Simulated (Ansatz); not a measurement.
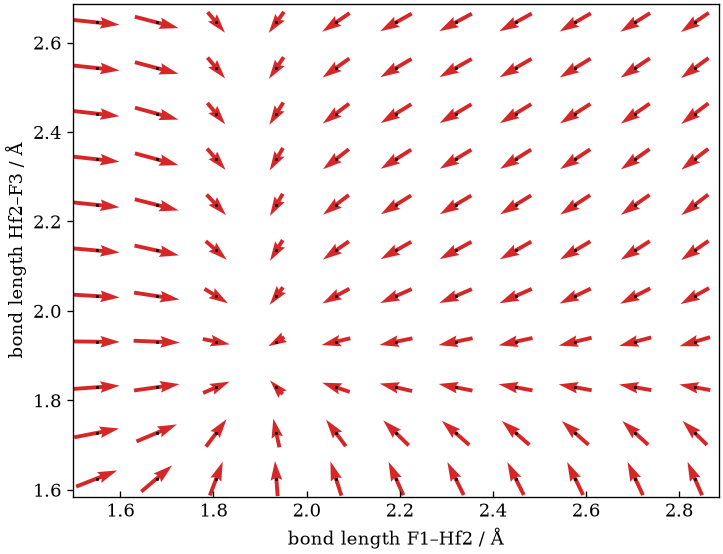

BrF3Hf, SMILES [F][Hf]([F])([F])[Br]. First axis: bond length F1–Hf2. Second axis: bond length Hf2–F3. Nothing is relaxed (all other coordinates rigid). Grid: 11 × 11 points. The reference is spin-restricted, which grows unreliable where a bond is stretched far. Level of theory: RKS PBE0-D4/def2-TZVP (Ansatz).

In the figure: dots at the grid points, arrows along the force (downhill), their lengths compressed.

Q: The arrows alone are given. Where is the energy lowest?

A: The arrows converge at about bond length F1–Hf2 = 1.890 Å, bond length Hf2–F3 = 1.890 Å (read from the interpolated surface).

The energy map of the same scan:

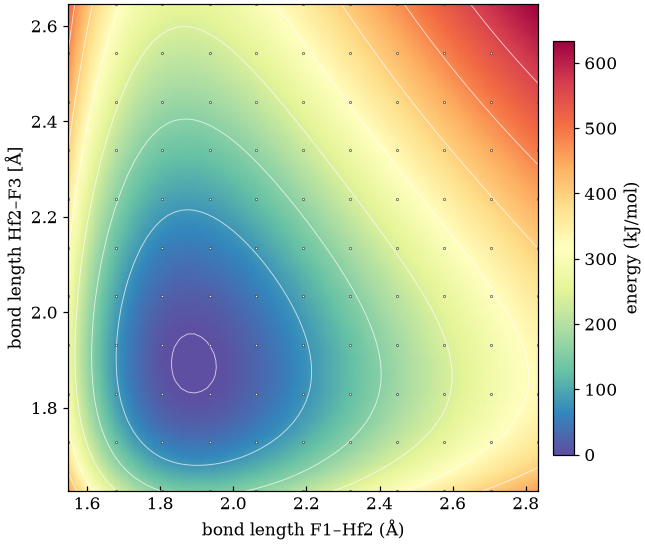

Energies are in kJ/mol, from the lowest grid point; between grid points the surface is interpolated.
